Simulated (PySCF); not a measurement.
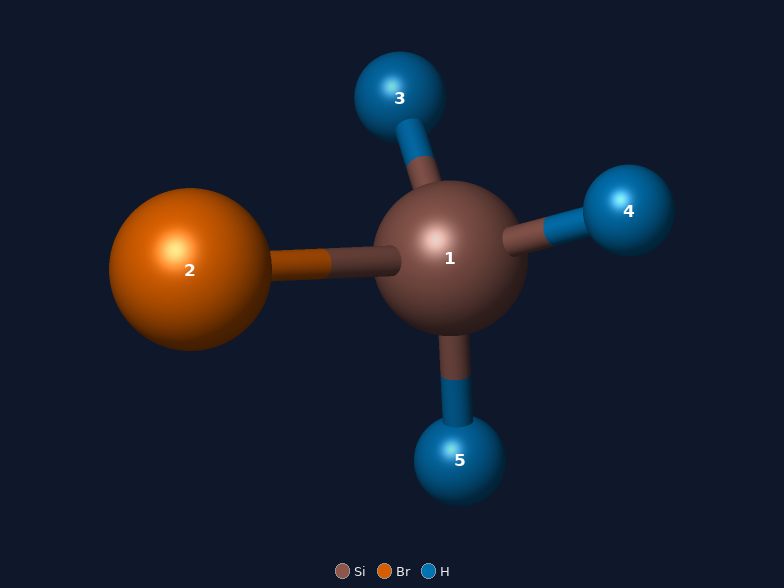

Atoms carry their numbers in the input. The geometry was computed by an optimisation with GFN2-xTB. No frequency run is at hand to confirm it as a minimum.

**How are the neighbours of atom 1 arranged?**

Si1 has 4 neighbours (Br2 at 2.21, H3 at 1.45, H4 at 1.45, H5 at 1.45 Å); the arrangement is tetrahedral.
